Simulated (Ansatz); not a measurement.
C₂OP (SMILES O=C=C=[P]) (doublet)

| atom | x (Å) | y (Å) | z (Å) |
| --- | --- | --- | --- |
| C | 0.0000 | 0.0000 | -0.7562 |
| C | 0.0000 | 0.0000 | 0.5379 |
| O | 0.0000 | 0.0000 | -1.9235 |
| P | 0.0000 | 0.0000 | 2.1418 |

Geometry: B3LYP-D3(BJ)/6-311G**.

The calculation used isolated molecule in a Gaussian basis; Kohn-Sham density functional theory, functional PBE0 (Ansatz).

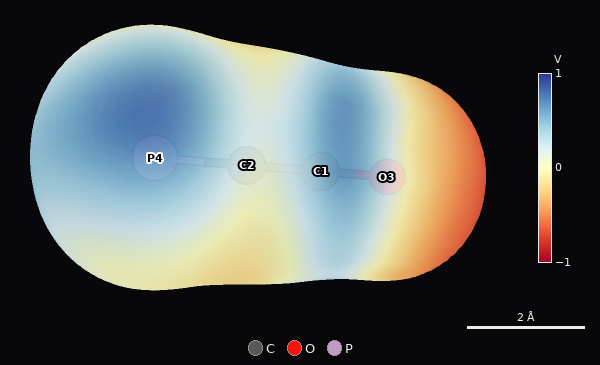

Figure 1. The molecular electrostatic potential painted on the density surface at 0.001 e/bohr³, seen at a tilt; red is negative and blue positive.

Describe the electrostatic potential map.

Answer. The most negative region (about −0.7 V) lies over O3, the most positive (about +0.8 V) over P4.

What dipole moment does the calculation give?

Answer. Its dipole moment is 1.34 D.

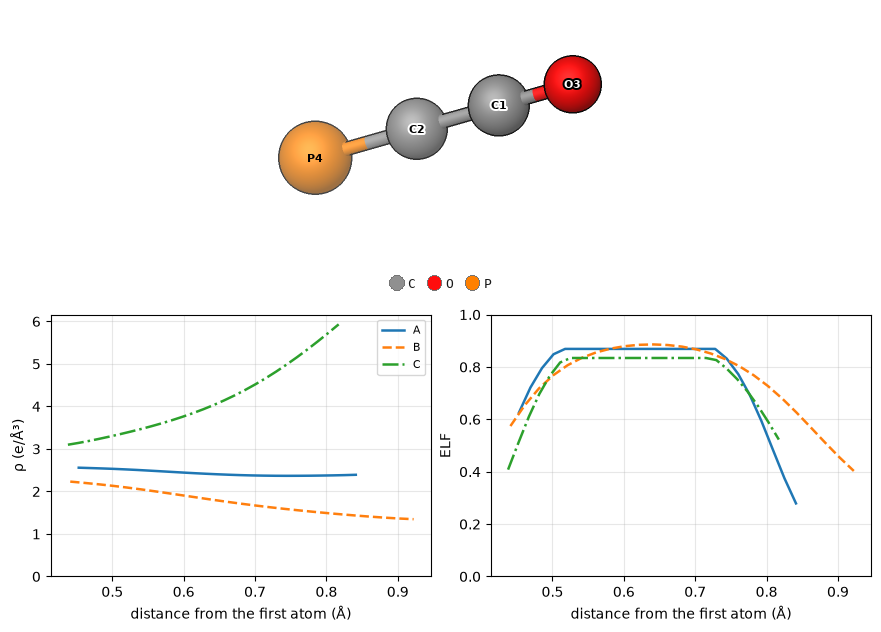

Figure 2. Electron density and ELF along straight lines between neighbouring atoms. The curves leave out the atomic cores. The structure is drawn too.

Which curve belongs to which contact (C–C, C–O and C–P)? The first atom named is at distance zero.

Answer. Curve A: C–C (1.29 Å): the density is about 2.4 e/Å³ at the midpoint; the ELF peaks at about 0.85 between the atoms: a short, multiple covalent bond. Curve B: C–P (1.60 Å): the density is about 1.5 e/Å³ at the midpoint; the ELF peaks at about 0.90 between the atoms: a covalent bond. Curve C: C–O (1.17 Å): ρ at the midpoint is about 3.7 e/Å³; the ELF peaks at about 0.85 between the atoms: a multiple bond.
